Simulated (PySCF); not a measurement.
BiH$_{3}$.

Method: BLYP/def2-SVPD; geometry: GFN2-xTB; program: PySCF. Core potentials replace the inner electrons of Bi; spin–orbit coupling isn't included. No frequency check shows the geometry to be a minimum. GFN2-xTB bond lengths at metals and heavier atoms can be off by up to 0.1 Å and shapes distorted, which carries into these values.

Coordinates in Å:

```
Bi1      0.0364   -0.0032    0.0000
H2      -1.0837   -0.7862   -1.1274
H3      -0.8798    1.4990   -0.1941
H4      -1.0554   -0.4513    1.3195
```

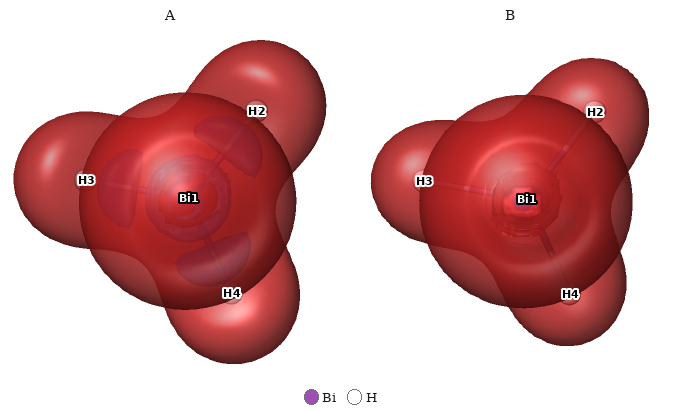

The Fukui function f⁻ from two separate SCF calculations and the density of the HOMO, at ±0.015 e/Å³ (red positive, blue negative).

**Which panel is which, and how good is the frozen-orbital picture?**

A is f⁻ (it has negative regions), B the HOMO density. The HOMO lies on Bi1 (68 %) and H2, H3 and H4 (11 % each); f⁻ (Hirshfeld-condensed) is largest on Bi1 (0.59); the vertical ionisation energy is 9.97 eV. Relaxation shifts 9 % of the electron between atoms. The orbital energy is −6.62 eV.
